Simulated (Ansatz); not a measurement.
CH₅FGeO₂

Input

```
crystal:
  periodic: [false, false, false]
  atoms:
    - {symbol: C, position_ang: [0.281309, 0.448409, 0.233952]}
    - {symbol: F, position_ang: [2.409334, -0.762678, 1.989192]}
    - {symbol: Ge, position_ang: [2.129624, 0.412215, 0.730302]}
    - {symbol: O, position_ang: [2.608309, 1.990877, 1.331191]}
    - {symbol: O, position_ang: [3.248499, -0.092603, -0.537939]}
    - {symbol: H, position_ang: [0.182292, 0.872151, -0.774807]}
    - {symbol: H, position_ang: [-0.127861, -0.570652, 0.242077]}
    - {symbol: H, position_ang: [-0.275047, 1.073417, 0.945521]}
    - {symbol: H, position_ang: [3.565312, 2.092850, 1.382536]}
    - {symbol: H, position_ang: [3.714839, -0.900264, -0.293031]}
basis:
  gaussian:
    orbitals: def2-TZVPD
hamiltonian:
  xc: pbe0
output: {forces: true, orbitals: {seedname: orbitals}}
```

Launched as:

```sh
ansatz run input.yaml --threads 2 --pin off --max-ram 4350MiB --events-out events.jsonl --progress --plain --runs-dir runs
```

Geometry: PBE0-D3(BJ)/def2-SVP.

The calculation used isolated molecule in a Gaussian basis; Kohn-Sham density functional theory, functional PBE0 (Ansatz 0.2.0).

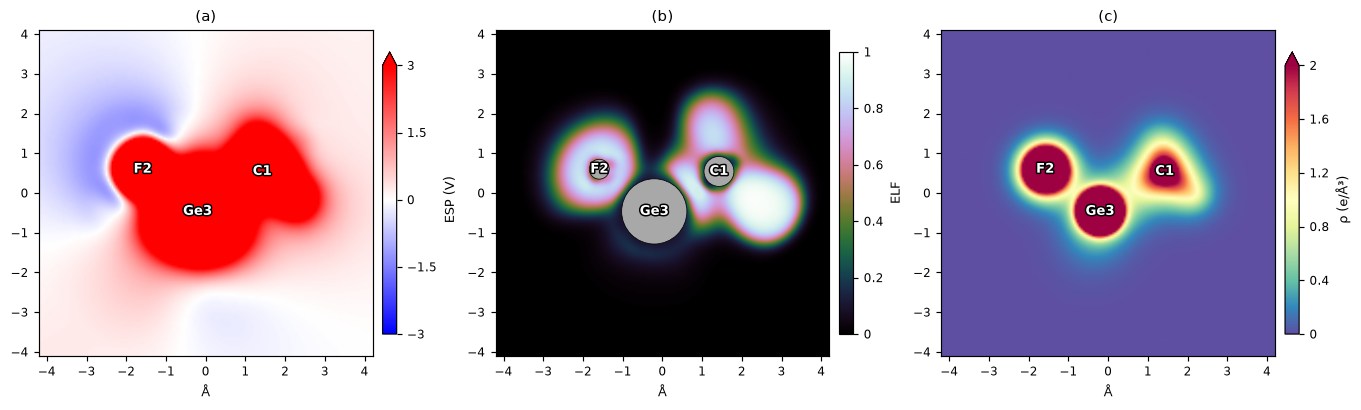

Figure 1. (a) molecular electrostatic potential; (b) ELF; (c) total electron density on the plane of atoms C1, Ge3 and F2. Grey discs cover the atomic cores in the ELF map.

What do the fields say about this system?

Answer. Atoms in the plane: C, F and Ge. Ge–F (1.74 Å): ρ is about 0.97 e/Å³ halfway; the ELF peaks at about 0.80 in the valence shell of F, 0.5 Å from its nucleus, and is about 0.25 at the midpoint. C–Ge (1.91 Å): the density is about 0.95 e/Å³ at the midpoint; the ELF peaks at about 0.90 in the valence shell of C, 0.7 Å from its nucleus, and is about 0.70 at the midpoint. The ELF also peaks beside F2, away from the bonds: lone-pair regions. Outside the dense part of the molecule the potential is most negative (−1.2 V) near F2.

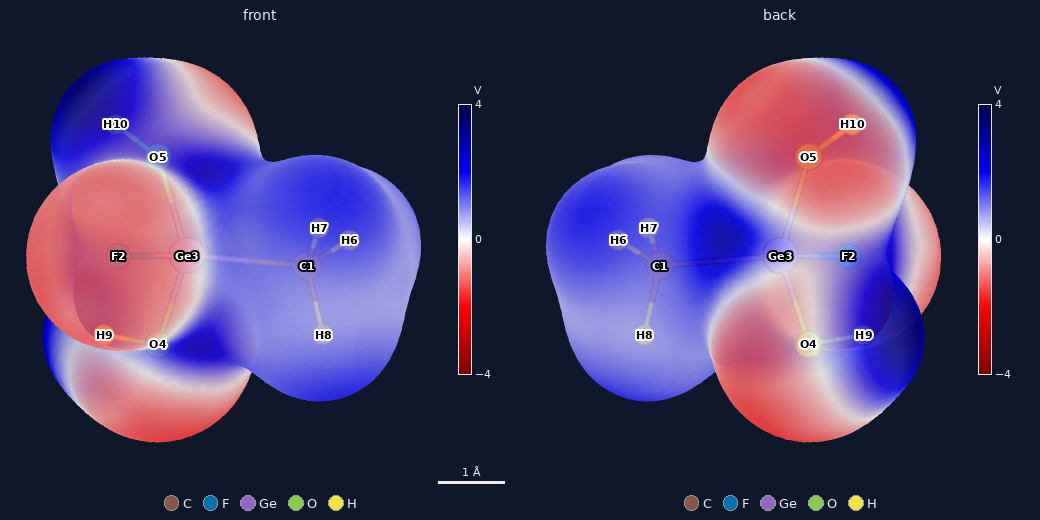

Figure 2. The electrostatic potential painted on the density surface at 0.004 e/bohr³, seen from the front and from behind; red is negative and blue positive.

Which sites attract a positive test charge, and which a negative one?

Answer. A positive charge is drawn to the negative regions and a negative charge to the positive ones. The most negative region (about −1.4 V) lies over O4 and O5, the most positive (about +3.5 V) over H9 and H10.

How polar is the molecule by this calculation?

Answer. Its dipole moment is 1.06 D.

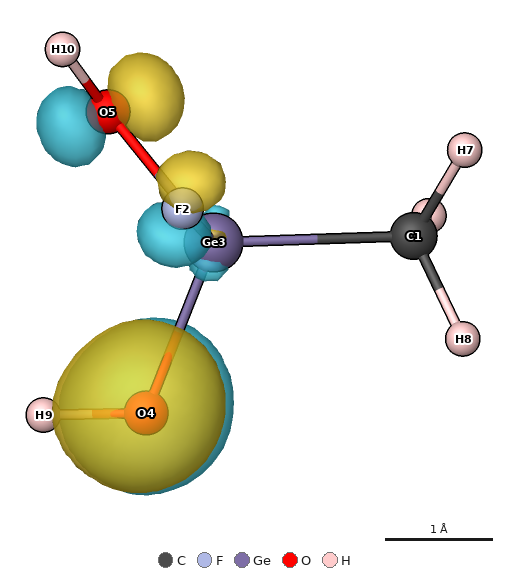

Figure 3. The HOMO−1 at ±0.2 Å⁻³ᐟ² (yellow and cyan are the two phases), seen across its widest extent.

Describe this orbital and give its energy.

Answer. It lies mainly on O4 (about 70 %), Ge3 (about 10 %) and O5 (about 10 %); largely a lone pair of O4. Its energy is −9.55 eV.

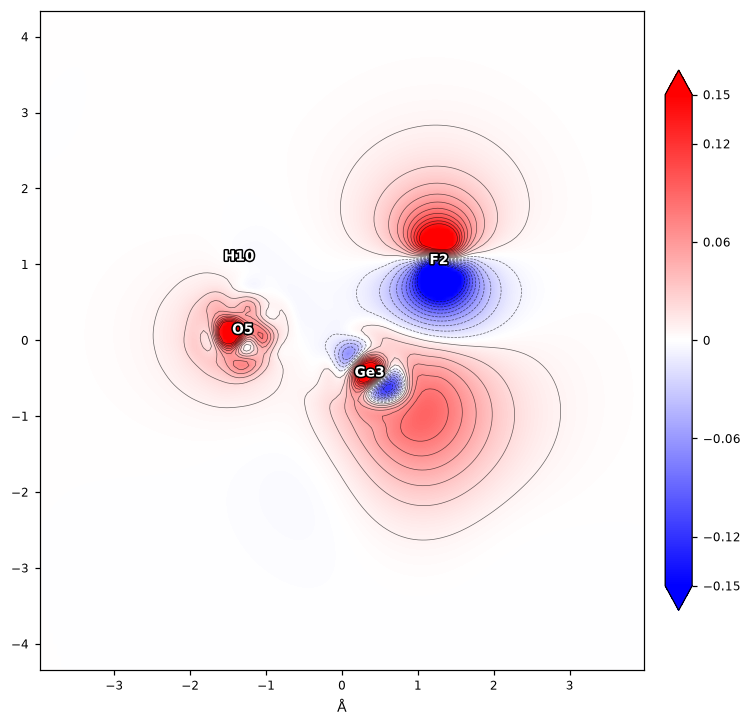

Figure 4. The HOMO on the plane of atoms Ge3, O5 and H10 (values in Å⁻³ᐟ²; the overall sign is arbitrary).

Describe this orbital and give its energy.

Answer. It lies mainly on O5 (about 50 %), O4 (about 20 %), Ge3 (about 10 %) and C1 (about 10 %); largely a combination of lone pairs on O5 and O4. Its energy is −9.08 eV.
